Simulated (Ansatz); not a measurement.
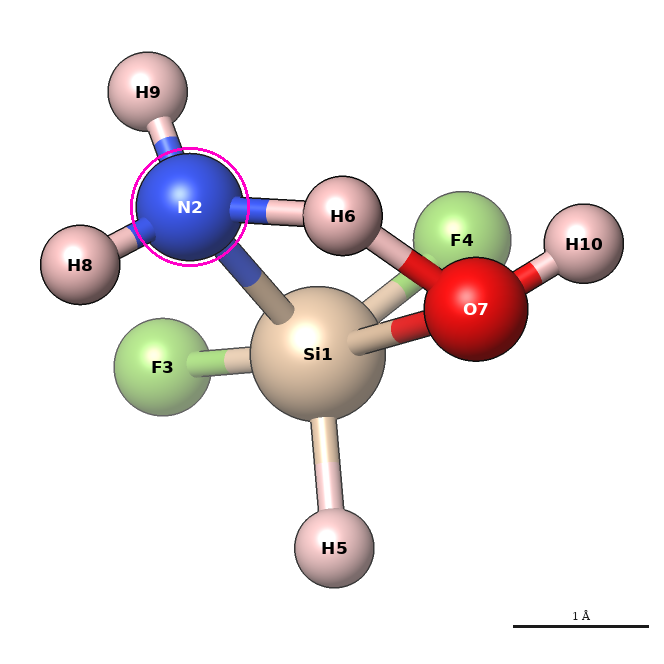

Source: calculation with Ansatz.

Orthographic view. Atoms fade into the background with distance from the viewer. Geometry: start.

### Name the neighbours of the circled atom.

The circled atom is N2; it is bonded to Si1, H6, H8, H9.

### Which two atoms are farthest apart in space?

F3 and H10, 4.11 Å.

### Of Si1 and O7, which is nearer the viewer?

O7; the bond to Si1 points away from the viewer, so it looks shorter than its 1.97 Å.
